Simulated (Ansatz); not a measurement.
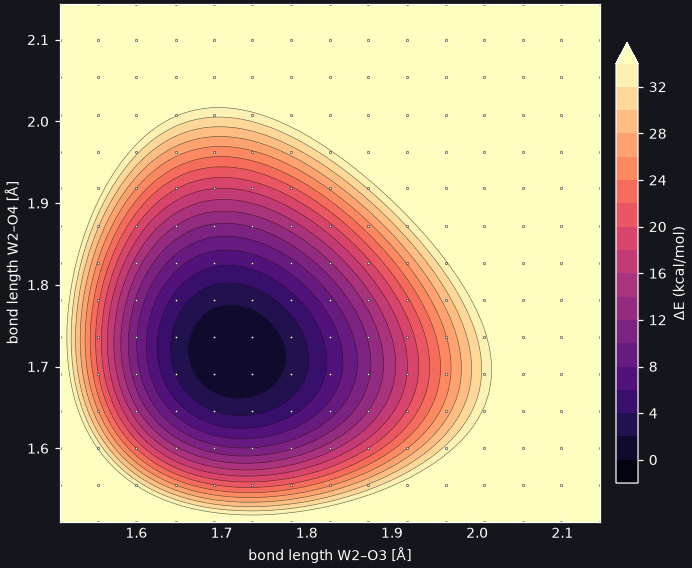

O3W, SMILES [O]=[W](=[O])=[O]. The first coordinate is: bond length W2–O3; the second: bond length W2–O4. Nothing is relaxed (all other coordinates rigid). The grid has 15 × 15 points; 120 points were computed and 105 follow by symmetry. Energies are in kcal/mol, from the relaxed molecule at the same level. These are results of RKS PBE0-D4/def2-TZVP in Ansatz 0.2.0, not measurements.

The picture shows filled contours, dots at the grid points, one colour for all values above the top of the scale. Between grid points the surface is interpolated.

> Estimate the position of the minimum and the force constants in these coordinates.

The interpolated minimum is at bond length W2–O3 ≈ 1.716 Å, bond length W2–O4 ≈ 1.716 Å. The curvatures there are about 54 eV/Å² and 54 eV/Å², with a cross term of about 4 eV/Å². Round the minimum the two coordinates are weakly coupled (coupling 0.08 in units of the two stiffnesses). (1 eV is 23.1 kcal/mol.)
